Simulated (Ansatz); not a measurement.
**Cl2H2OSi···H2···HF: density, localisation and related maps**

```yaml
atoms:
  - { symbol: Si, position_ang: [-1.6066, -0.4477, -0.3496] }
  - { symbol: H, position_ang: [2.9638, -0.4052, -0.2794] }
  - { symbol: Cl, position_ang: [-1.8801, -0.3967, -2.3627] }
  - { symbol: Cl, position_ang: [-1.8741, -2.3600, 0.2841] }
  - { symbol: H, position_ang: [-2.5402, 0.4589, 0.3252] }
  - { symbol: H, position_ang: [0.5357, 1.3397, 1.0116] }
  - { symbol: O, position_ang: [-0.1007, 0.0707, 0.0311] }
  - { symbol: H, position_ang: [2.7922, 0.1754, 0.1607] }
  - { symbol: F, position_ang: [1.0434, 1.9594, 1.4946] }
  - { symbol: H, position_ang: [0.6667, -0.3948, -0.3155] }
```

The product side of a reaction path; geometry: PBE0-D4/def2-TZVP.

These are results of RKS PBE0-D4/def2-TZVPP (Ansatz), not measurements.

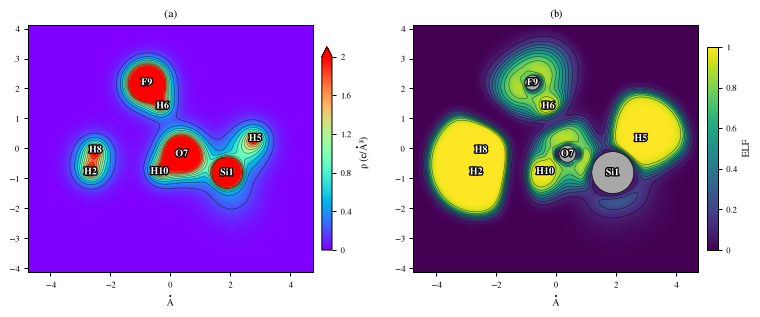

Figure 1. (a) electron density; (b) electron localisation function on the plane of atoms H5, Si1 and O7. Grey discs cover the atomic cores in the ELF map.

What do the fields say about this system?

Answer.
- Atoms in the plane: Si, H, O and F.
- O7···H6 (1.73 Å): the density falls to about 0.27 e/Å³ on the way; the ELF dips to about 0.15 between them: by its geometry a hydrogen bond between the two molecules, with no shared pair.
- Si–O (1.64 Å): the density is about 1.2 e/Å³ at the midpoint; the ELF peaks at about 0.85 between the atoms: a shared but strongly polarised pair.
- H–H (0.75 Å): ρ is about 1.8 e/Å³ halfway; the ELF is about 1 at the midpoint.
- F–H (0.94 Å): ρ at the midpoint is about 4.6 e/Å³; the ELF climbs to about 1 towards the hydrogen, as it does in any bond to H: an ordinary covalent bond to hydrogen.
- O–H (0.96 Å): the density is about 3.8 e/Å³ at the midpoint; the ELF climbs to about 1 towards the hydrogen (a covalent bond by its length).
- The ELF also peaks beside F9, away from the bonds: lone-pair regions.

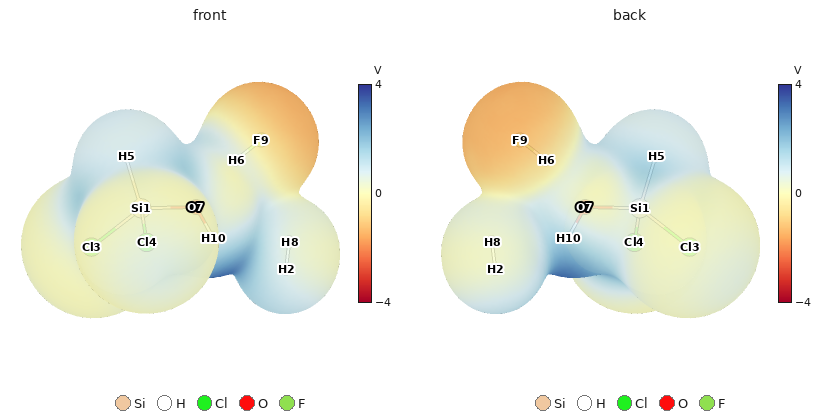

Figure 2. The electrostatic potential painted on the density surface at 0.002 e/bohr³, seen from the front and from behind; red is negative and blue positive.

Which sites attract a positive test charge, and which a negative one?

Answer. A positive charge is drawn to the negative regions and a negative charge to the positive ones. The most negative region (about −1.5 V) lies over F9, the most positive (about +3.1 V) over H10. Cl3 shows a σ-hole: about +0.6 V at the tip opposite its bond, against about +0.1 V on its flanks. Cl4 shows a σ-hole: about +0.6 V at the tip opposite its bond, against about +0.1 V on its flanks.

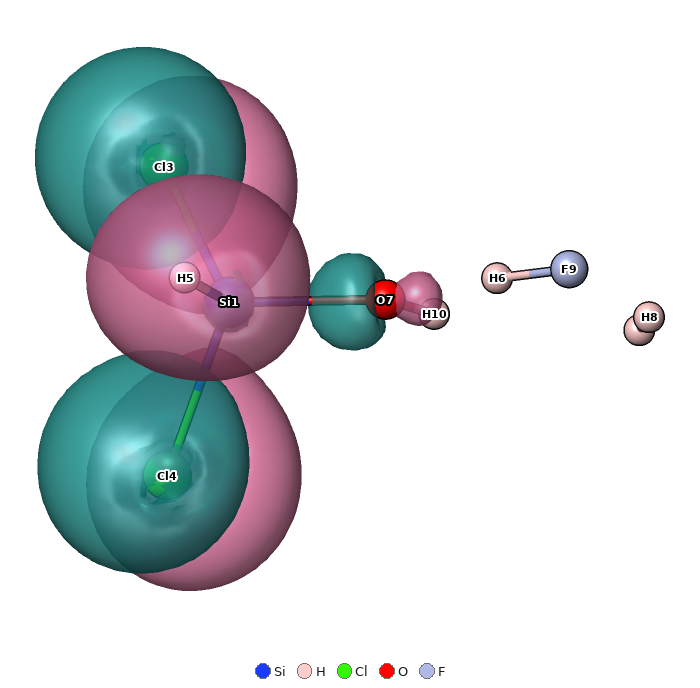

Figure 3. The HOMO−1 at ±0.08 Å⁻³ᐟ² (teal and pink are the two phases), seen from one side.

Where does this orbital lie, and at what energy?

Answer. It lies mainly on Cl3 (about 35 %), Cl4 (about 35 %), H5 (about 15 %) and Si1 (about 15 %); largely a combination of lone pairs on Cl3 and Cl4. Its energy is −9.95 eV.
